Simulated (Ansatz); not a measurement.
Geometry relaxation of C2H5FOSi

The run: geometry relaxation of C2H5FOSi, SMILES C=C[SiH](O)F. Method and program: RKS rPW86-PBE/def2-SVPD (Ansatz 0.2.0).

The run did not end well. The geometry comes from this level: PBE0-D4/def2-TZVP.

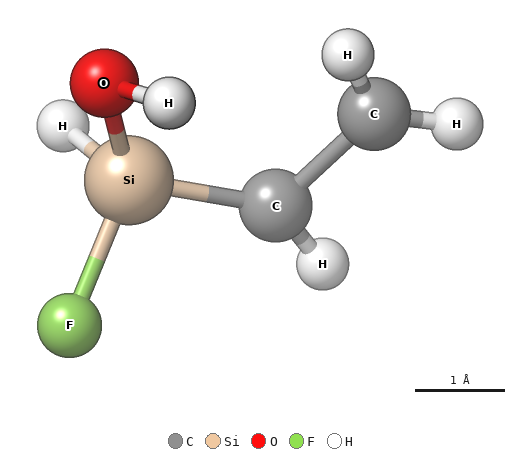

**Figure 1.** The starting structure (ball-and-stick view, seen at a tilt).

## What the run reported

- outcome: not converged
- hardware: 4 threads of Intel Xeon @ 2.80GHz, 23 GiB of memory available, shared host
- wall time: 6.5 s (CPU time 23 s)
- peak memory: 0.49 GiB

A setting was made wrong on purpose: the optimiser is allowed too few steps. The run did not converge: “geometry relaxation did not converge after 1 steps: max|allowed force component| = 1.22e1 eV/Å (threshold 1.0e-3). Raise `relax.max_steps` over both its present limit and 1, loosen `relax.f_tol`, or start from a geometry closer to equilibrium …” Its last values are not results.

## Input
```yaml
crystal:
  periodic: [false, false, false]
  atoms:
    - {symbol: C, position_ang: [-1.157410, 0.416789, 1.134596]}
    - {symbol: C, position_ang: [-0.568393, 0.719810, -0.328530]}
    - {symbol: Si, position_ang: [0.648931, -0.412061, -0.927259]}
    - {symbol: O, position_ang: [1.236427, -1.520684, 0.043377]}
    - {symbol: F, position_ang: [1.646581, 0.620955, -1.959064]}
    - {symbol: H, position_ang: [-0.813696, -0.322865, 1.570526]}
    - {symbol: H, position_ang: [-1.881282, 1.015942, 1.473440]}
    - {symbol: H, position_ang: [-1.028965, 1.576909, -0.595085]}
    - {symbol: H, position_ang: [-0.057976, -1.289229, -1.951063]}
    - {symbol: H, position_ang: [1.630762, -0.972914, 1.054423]}
basis:
  gaussian: {orbitals: def2-SVPD, final_grid: {core_spheres: 5, valence_spheres: 4, degree: 11}}
hamiltonian: {xc: {name: rPW86-PBE}}
accuracy: high
scf: {lower_state_search: off}
relax: {f_tol: 0.001, max_steps: 1}
output: {forces: true}
```

Launched with:
```bash
ansatz run in.yaml --threads 4 --pin off --events-out ev --progress --plain --max-ram 10444MiB
```

## What the program printed
```
Functional definition: rPW86-PBE
  name "rPW86-PBE"
  cite "Murray, Lee & Langreth, J. Chem. Theory Comput. 5, 2754 (2009) doi:10.1021/ct900365q"
  cite "Perdew, Burke & Ernzerhof, Phys. Rev. Lett. 77, 3865 (1996) doi:10.1103/PhysRevLett.77.3865"
  parent pbe
  exchange = rpw86_x
  correlation = pbe_c
these checks for a lower state are left out or cut short: stability, starts, cluster_reference, orbital_swaps, neighbouring_geometries, increment
3181 factors; integrals over basis functions are off by at most 2.1e-9 eV
mean field evaluation 1: about -14796.6264 eV, gradient 7.9e1 eV
mean field evaluation 2: about -14753.7433 eV, gradient 1.6e2 eV
mean field evaluation 4: about -14808.9703 eV, gradient 1.3e1 eV
mean field evaluation 8: about -14809.3736 eV, gradient 1.8e-1 eV
mean field evaluation 16: about -14809.3593 eV, gradient 4.5e-4 eV
mean field -14809.35930474 eV, -544.2339163050 hartree, gradient 2.4e-8 eV, S^2 0.000000; 0 other end points of the search recorded, 0 dependent functions left out
the calculation of the forces begins
reference -14809.35932136 eV, -544.2339169157 hartree; 24, 24 occupied and 126, 126 virtual orbitals, 3181 factors
relax step   1: F+E_penalty+E_count = -14809.35930474 eV  Δ(F+E_penalty+E_count) = +0.000e0 eV  max|allowed force component| = 1.220e1 eV/Å  Δτ_max = 0.0000 Å  (25 SCF iters, accepted)
Error: geometry relaxation did not converge after 1 steps: max|allowed force component| = 1.22e1 eV/Å (threshold 1.0e-3). Raise `relax.max_steps` over both its present limit and 1, loosen `relax.f_tol`, or start from a geometry closer to equilibrium. Where this run's directory can be resumed (`checkpoint.write`), a resume goes on for up to `relax.max_steps` more
```
